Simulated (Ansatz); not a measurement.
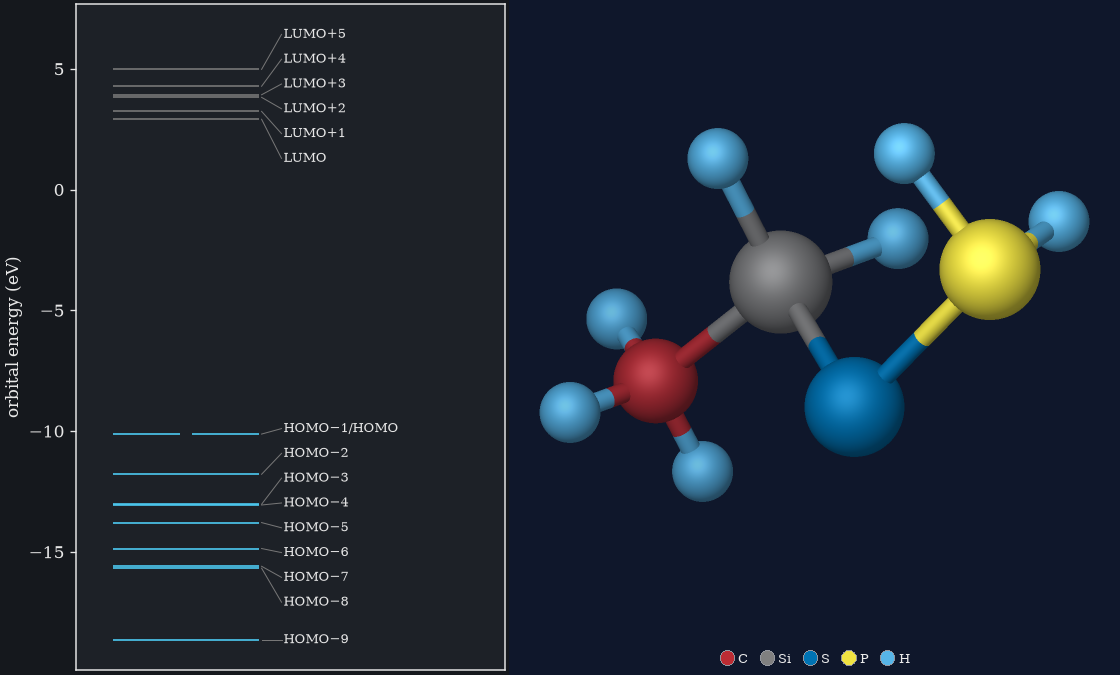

CH₇PSSi, SMILES C[SiH2]SP. Hartree-Fock orbital energies near the frontier, HF/def2-TZVPP with the Ansatz code 0.2.0, at a PBE0-D4/def2-TZVP geometry (a minimum by its frequencies), isolated molecule; empty levels in grey, levels within 0.03 eV side by side.

Question: Where do the frontier orbitals lie?

Answer: HOMO at −10.12 eV, LUMO at 2.91 eV, 13.03 eV apart.

Question: Is the HOMO or the LUMO degenerate, or nearly so?

Answer: The HOMO is one of 2 levels within 0.03 eV and the LUMO stands alone.

Question: List the levels.

Answer:
```tsv
orbital	energy (eV)
LUMO+5	4.98
LUMO+4	4.28
LUMO+3	3.93
LUMO+2	3.82
LUMO+1	3.24
LUMO	2.91
HOMO	−10.12
HOMO−1	−10.12
HOMO−2	−11.79
HOMO−3	−13.03
HOMO−4	−13.06
HOMO−5	−13.79
HOMO−6	−14.86
HOMO−7	−15.60
HOMO−8	−15.68
HOMO−9	−18.64
```

Caveats: one conformer of a flexible molecule; empty levels above zero depend strongly on the basis.
